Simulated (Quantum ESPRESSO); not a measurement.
# Li3Os (Pm-3m): zone-centre phonons, part 2 of 2

Aim: the zone-centre modes of Li3Os (Pm-3m).

Quantum ESPRESSO 7.5; DFT LDA, scalar-relativistic, plane waves, PseudoDojo norm-conserving pseudopotentials.

So far. Step 2 (A probe with smearing): No gap opens on this mesh, so smearing is kept; the start stands at -12 GPa. Step 4 (Ground state): The cell stands at -0.025 GPa, close enough for phonons. The relaxed cell has a = 3.628 Å (conventional setting).

The structure was built from a prototype and need not be the compound's stable phase.

**5. Zone-centre response**

At q = 0 one unit cell holds all displacements; symmetry groups them into irreducible representations that are solved one by one. With smeared occupations no response to a homogeneous field can be asked.

Input file ph.in:

```
phonons
 &inputph
    prefix='x',
    outdir='./tmp',
    fildyn='g.dyn',
    tr2_ph=1.0d-18,
    alpha_mix(1)=0.4,
    nmix_ph=8,
 /
0.000000000000 0.000000000000 0.000000000000
```

The run is started by

```console
> OMP_NUM_THREADS=1 mpirun -n 4 ph.x -nk 4 -in ph.in > ph.out
```

What it wrote:

```text
[banners, grids, parts of the stress and lines that vanish by symmetry left out]
[banner, memory and clock lines left out]
Program PHONON v.7.5

     ./tmp/x.save/

     IMPORTANT: XC functional enforced from input :
     Exchange-correlation= PW
                           (   1   4   0   0   0   0   0)
     Any further DFT definition will be discarded
     Please, verify this is what you really want

     G-vector sticks info

     Reading collected, re-writing distributed wavefunctions in ./tmp/

     Number and degeneracy of irreps per q-point
       N         xq(1)         xq(2)         xq(3)   N irreps
       1   0.000000000   0.000000000   0.000000000       4
        3   3   3   3

     Calculation of q =    0.0000000   0.0000000   0.0000000

     phonons

     bravais-lattice index     =            0
     lattice parameter (alat)  =       6.8556  a.u.
     unit-cell volume          =     322.2087 (a.u.)^3
     number of atoms/cell      =            4
     number of atomic types    =            2
     kinetic-energy cut-off    =      74.0000  Ry
     charge density cut-off    =     296.0000  Ry
     convergence threshold     =      1.0E-18
     beta                      =       0.4000
     number of iterations used =            8
     Exchange-correlation= PW
                           (   1   4   0   0   0   0   0)

     celldm(1)=    6.85560  celldm(2)=    0.00000  celldm(3)=    0.00000
     celldm(4)=    0.00000  celldm(5)=    0.00000  celldm(6)=    0.00000

     crystal axes: (cart. coord. in units of alat)
               a(1) = (  1.0000  0.0000  0.0000 )
               a(2) = (  0.0000  1.0000  0.0000 )
               a(3) = (  0.0000  0.0000  1.0000 )

     reciprocal axes: (cart. coord. in units 2 pi/alat)
               b(1) = (  1.0000  0.0000  0.0000 )
               b(2) = (  0.0000  1.0000  0.0000 )
               b(3) = (  0.0000  0.0000  1.0000 )

     Atoms inside the unit cell:

     Cartesian axes

     site n.  atom      mass           positions (alat units)
        1  Os    190.2300   tau(    1) = (    0.00000    0.00000    0.00000  )
        2  Li      6.9400   tau(    2) = (    0.00000    0.50000    0.50000  )
        3  Li      6.9400   tau(    3) = (    0.50000    0.00000    0.50000  )
        4  Li      6.9400   tau(    4) = (    0.50000    0.50000    0.00000  )

     Computing dynamical matrix for
                    q = (   0.0000000   0.0000000   0.0000000 )

     49 Sym.Ops. (with q -> -q+G )

     G cutoff =  352.3899  (  27633 G-vectors)     FFT grid: ( 40, 40, 40)

     number of k points=    56  Marzari-Vanderbilt smearing, width (Ry)=  0.0200
                       cart. coord. in units 2pi/alat
        k(    1) = (   0.0000000   0.0000000   0.0000000), wk =   0.0020000
        k(    2) = (   0.0000000   0.0000000   0.1000000), wk =   0.0120000
        k(    3) = (   0.0000000   0.0000000   0.2000000), wk =   0.0120000
        [... further k-points left out ...]

     PseudoPot. # 1 for Os read from file:
     ./pseudo/Os.upf
     Pseudo is Norm-conserving + core correction, Zval = 16.0
     Using radial grid of 1312 points,  8 beta functions with:
                l(1) =   0
                l(2) =   0
                l(3) =   1
                l(4) =   1
                l(5) =   2
                l(6) =   2
                l(7) =   3
                l(8) =   3

     PseudoPot. # 2 for Li read from file:
     ./pseudo/Li.upf
     Pseudo is Norm-conserving, Zval =  3.0
     Using radial grid of 1944 points,  4 beta functions with:
                l(1) =   0
                l(2) =   0
                l(3) =   1
                l(4) =   1

     Mode symmetry, O_h (m-3m)  point group:

     Atomic displacements:
     There are    4 irreducible representations

     Representation     1      3 modes -  To be done

     Representation     2      3 modes -  To be done

     Representation     3      3 modes -  To be done

     Representation     4      3 modes -  To be done

     Alpha used in Ewald sum =   2.8000

     Representation #   1 modes #   1   2   3

     Self-consistent Calculation
      iter #   1   av.it.:   6.3
      thresh= 1.000E-02 alpha_mix =  0.400 |ddv_scf|^2 =  3.189E-07
      iter #   2   av.it.:  12.5
      thresh= 5.647E-05 alpha_mix =  0.400 |ddv_scf|^2 =  1.168E-08
      iter #   3   av.it.:  12.3
      thresh= 1.081E-05 alpha_mix =  0.400 |ddv_scf|^2 =  2.538E-09
      iter #   4   av.it.:  12.9
      thresh= 5.037E-06 alpha_mix =  0.400 |ddv_scf|^2 =  4.451E-11
      iter #   5   av.it.:  13.7
      thresh= 6.672E-07 alpha_mix =  0.400 |ddv_scf|^2 =  2.790E-13
      iter #   6   av.it.:  13.7
      thresh= 5.282E-08 alpha_mix =  0.400 |ddv_scf|^2 =  2.967E-14
      iter #   7   av.it.:  14.1
      thresh= 1.722E-08 alpha_mix =  0.400 |ddv_scf|^2 =  1.110E-15
      iter #   8   av.it.:  13.3
      thresh= 3.331E-09 alpha_mix =  0.400 |ddv_scf|^2 =  3.852E-18
      iter #   9   av.it.:  13.3
      thresh= 1.963E-10 alpha_mix =  0.400 |ddv_scf|^2 =  7.783E-19

     End of self-consistent calculation

     Convergence has been achieved

     Representation #   2 modes #   4   5   6

     Self-consistent Calculation
      iter #   1   av.it.:   5.2
      thresh= 1.000E-02 alpha_mix =  0.400 |ddv_scf|^2 =  8.727E-08
      iter #   2   av.it.:  11.8
      thresh= 2.954E-05 alpha_mix =  0.400 |ddv_scf|^2 =  1.442E-08
      iter #   3   av.it.:  12.0
      thresh= 1.201E-05 alpha_mix =  0.400 |ddv_scf|^2 =  1.718E-09
      iter #   4   av.it.:  12.3
      thresh= 4.145E-06 alpha_mix =  0.400 |ddv_scf|^2 =  2.199E-11
      iter #   5   av.it.:  13.4
      thresh= 4.689E-07 alpha_mix =  0.400 |ddv_scf|^2 =  2.549E-13
[...]
End of self-consistent calculation

     Convergence has been achieved

     Representation #   3 modes #   7   8   9

     Self-consistent Calculation
[...]
End of self-consistent calculation

     Convergence has been achieved

     Representation #   4 modes #  10  11  12

     Self-consistent Calculation
[...]
iter #   2   av.it.:  11.8
      thresh= 2.511E-05 alpha_mix =  0.400 |ddv_scf|^2 =  1.550E-08
      iter #   3   av.it.:  12.9
      thresh= 1.245E-05 alpha_mix =  0.400 |ddv_scf|^2 =  8.205E-11
      iter #   4   av.it.:  13.8
      thresh= 9.058E-07 alpha_mix =  0.400 |ddv_scf|^2 =  2.179E-13
      iter #   5   av.it.:  12.2
      thresh= 4.668E-08 alpha_mix =  0.400 |ddv_scf|^2 =  4.541E-14
      iter #   6   av.it.:  13.0
      thresh= 2.131E-08 alpha_mix =  0.400 |ddv_scf|^2 =  1.562E-16
      iter #   7   av.it.:  14.1
      thresh= 1.250E-09 alpha_mix =  0.400 |ddv_scf|^2 =  4.054E-18
      iter #   8   av.it.:  14.1
      thresh= 2.014E-10 alpha_mix =  0.400 |ddv_scf|^2 =  3.708E-20

     End of self-consistent calculation

     Convergence has been achieved

     Number of q in the star =    1
     List of q in the star:
          1   0.000000000   0.000000000   0.000000000

     Diagonalizing the dynamical matrix

     q = (    0.000000000   0.000000000   0.000000000 )

 **************************************************************************
     freq (    1) =      -0.067793 [THz] =      -2.261329 [cm-1]
     freq (    2) =      -0.067793 [THz] =      -2.261329 [cm-1]
     freq (    3) =      -0.067793 [THz] =      -2.261329 [cm-1]
     freq (    4) =       8.681319 [THz] =     289.577617 [cm-1]
     freq (    5) =       8.681319 [THz] =     289.577617 [cm-1]
     freq (    6) =       8.681319 [THz] =     289.577617 [cm-1]
     freq (    7) =      13.535776 [THz] =     451.504878 [cm-1]
     freq (    8) =      13.535776 [THz] =     451.504878 [cm-1]
     freq (    9) =      13.535776 [THz] =     451.504878 [cm-1]
     freq (   10) =      15.882777 [THz] =     529.792405 [cm-1]
     freq (   11) =      15.882777 [THz] =     529.792405 [cm-1]
     freq (   12) =      15.882777 [THz] =     529.792405 [cm-1]
 **************************************************************************

     Mode symmetry, O_h (m-3m)  point group:

     freq (   1-   3) =         -2.3  [cm-1]   --> T_1u G_15  G_4- I
     freq (   4-   6) =        289.6  [cm-1]   --> T_1u G_15  G_4- I
     freq (   7-   9) =        451.5  [cm-1]   --> T_2u G_25  G_5-
     freq (  10-  12) =        529.8  [cm-1]   --> T_1u G_15  G_4- I
```

Wall time 5.2 min (4 MPI ranks of Arm Neoverse V2, shared host); 21 min of CPU time.

Read from the output:

```
largest acoustic frequency at the zone centre before the sum rule : -2.26 cm⁻¹
highest optical zone-centre mode (no LO-TO term)                  : 529.8 cm⁻¹
lowest optical zone-centre mode                                   : 289.6 cm⁻¹
```

The acoustic modes at Γ come out as far as 2.3 cm⁻¹ from zero, where they should vanish, a small numerical error.

**6. Zone-centre analysis**

A rigid shift of the crystal must cost nothing, but grids and finite bases break this; the acoustic sum rule is imposed before the matrix is diagonalised again.

Input file dynmat.in:

```
 &input
    fildyn='g.dyn',
    asr='simple',
    fileig='dynmat.eig',
 /
```

The run is started by

```console
> dynmat.x -in dynmat.in > dynmat.out
```

What it wrote:

```text
[banner, memory and clock lines left out]
Program DYNMAT v.7.5

     Reading Dynamical Matrix from file g.dyn
     ...Force constants read
     ...epsilon and Z* not read (not found on file)
     A direction for q was not specified:TO-LO splitting will be absent

     Polarizability (A^3 units)
     multiply by 1.000000 for Clausius-Mossotti correction
         0.000000    0.000000    0.000000
         0.000000    0.000000    0.000000
         0.000000    0.000000    0.000000

     IR activities are in (D/A)^2/amu units

# mode   [cm-1]    [THz]      IR
    1     -0.00   -0.0000    0.0000
    2     -0.00   -0.0000    0.0000
    3      0.00    0.0000    0.0000
    4    289.64    8.6831    0.0000
    5    289.64    8.6831    0.0000
    6    289.64    8.6831    0.0000
    7    451.55   13.5371    0.0000
    8    451.55   13.5371    0.0000
    9    451.55   13.5371    0.0000
   10    529.83   15.8839    0.0000
   11    529.83   15.8839    0.0000
   12    529.83   15.8839    0.0000

[end of the log left out, with the tail of the file of modes that dynmat.x writes under the same name]
```

Run time: 0.47 s. Hardware: 1 thread.

Unit eigenvectors of the mass-weighted matrix after the sum rule; no LO-TO term. The modes at Γ (shares of kinetic energy by element, %):

| mode | frequency (cm⁻¹) | symmetry | Os % | Li % |
| --- | --- | --- | --- | --- |
| 1 | 0.0 | acoustic | 90 | 10 |
| 2 | 0.0 | acoustic | 90 | 10 |
| 3 | 0.0 | acoustic | 90 | 10 |
| 4 | 289.6 | T1u | 8 | 92 |
| 5 | 289.6 | T1u | 8 | 92 |
| 6 | 289.6 | T1u | 8 | 92 |
| 7 | 451.6 | T2u | 0 | 100 |
| 8 | 451.6 | T2u | 0 | 100 |
| 9 | 451.6 | T2u | 0 | 100 |
| 10 | 529.8 | T1u | 2 | 98 |
| 11 | 529.8 | T1u | 2 | 98 |
| 12 | 529.8 | T1u | 2 | 98 |

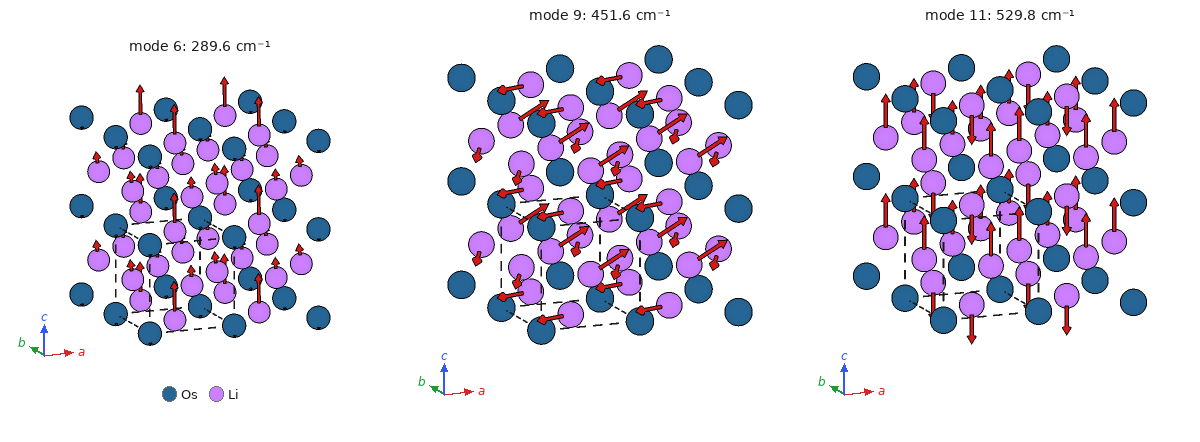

Displacement patterns of modes 6, 9 and 11 at Γ; arrows are exaggerated. 2×2×2 cells are drawn. Some periodic images of atoms are drawn too.

The rule moves no optical mode by more than 0.1 cm⁻¹.

**7. Sum rules set otherwise: a sum rule for molecules or wires on a crystal**

This rule also removes rotations, which suits molecules and not a crystal; it is tried to see the harm.

Input file dynmat.in:

```
 &input
    fildyn='g.dyn',
    asr='zero-dim',
    fileig='dynmat.eig',
 /
```

The run is started by

```console
> dynmat.x -in dynmat.in > dynmat.out
```

What it wrote:

```text
[banner, memory and clock lines left out]
Program DYNMAT v.7.5

     Reading Dynamical Matrix from file g.dyn
     ...Force constants read
     ...epsilon and Z* not read (not found on file)
     Acoustic Sum Rule: || Z*(ASR) - Z*(orig)|| =    0.000000E+00
     Acoustic Sum Rule: ||dyn(ASR) - dyn(orig)||=    2.306636E-01
     A direction for q was not specified:TO-LO splitting will be absent

     Polarizability (A^3 units)
     multiply by 1.000000 for Clausius-Mossotti correction
         0.000000    0.000000    0.000000
         0.000000    0.000000    0.000000
         0.000000    0.000000    0.000000

     IR activities are in (D/A)^2/amu units

# mode   [cm-1]    [THz]      IR
    1     -0.00   -0.0000    0.0000
    2     -0.00   -0.0000    0.0000
    3     -0.00   -0.0000    0.0000
    4      0.00    0.0000    0.0000
    5      0.00    0.0000    0.0000
    6      0.00    0.0000    0.0000
    7    289.61    8.6823    0.0000
    8    419.66   12.5811    0.0000
    9    419.66   12.5811    0.0000
   10    529.80   15.8829    0.0000
   11    565.17   16.9433    0.0000
   12    565.17   16.9433    0.0000

[end of the log left out, with the tail of the file of modes that dynmat.x writes under the same name]
```

Run time: 0.46 s. Hardware: 1 thread.

The run ended normally, but on settings that are not sound.

The fault: a sum rule for molecules or wires on a crystal; 3 optical modes are projected out to zero frequency, as if they were rotations.

For a crystal the rule has to be 'simple' or 'crystal'.

Zone-centre frequencies as printed; negative means imaginary. Modes:

| mode | frequency (cm⁻¹) |
| --- | --- |
| 1 | 0 |
| 2 | 0 |
| 3 | 0 |
| 4 | 0 |
| 5 | 0 |
| 6 | 0 |
| 7 | 289.6 |
| 8 | 419.7 |
| 9 | 419.7 |
| 10 | 529.8 |
| 11 | 565.2 |
| 12 | 565.2 |

**8. Outcome**

| Quantity | Value |
| --- | --- |
| space group after relaxation | Pm-3m |
| volume per atom | 11.9 Å³ |
| highest optical zone-centre mode (no LO-TO term) | 529.8 cm⁻¹ |
| lowest optical zone-centre mode | 289.6 cm⁻¹ |
| imaginary optical modes at the zone centre (no q mesh in this session) | none |

At the LDA level the optical modes of Li3Os (Pm-3m) at the zone centre run from 290 to 530 cm⁻¹. The relaxation gained more than 0.3 eV an atom, so the start was far from this structure and its bonding may have changed. Of the 9 optical modes, 6 are infrared active alone and 3 are silent. These are harmonic frequencies at zero temperature: anharmonic shifts and linewidths and thermal expansion are left out. Spin-orbit coupling is left out, which can matter for the heavy elements here. In a metal the frequencies hang on the k mesh and the smearing, most of all near Kohn anomalies. The runs are without spin polarisation, although the cell has an odd electron count or an open d or f shell, so a magnetic state was not tested. The structure is a hypothetical one, built on a prototype.

[Host names and launcher messages were left out of these logs when they were recorded.]

[Logs are printed without paths, hosts, clocks, repeated set-up lines and the standing remarks that a program may print on its own settings, such as how far it seeks lower states.]

[Hosts, paths, dates, database ids (printed as entryN), source tags and the programs' standing remarks are cut or masked in the printed files.]
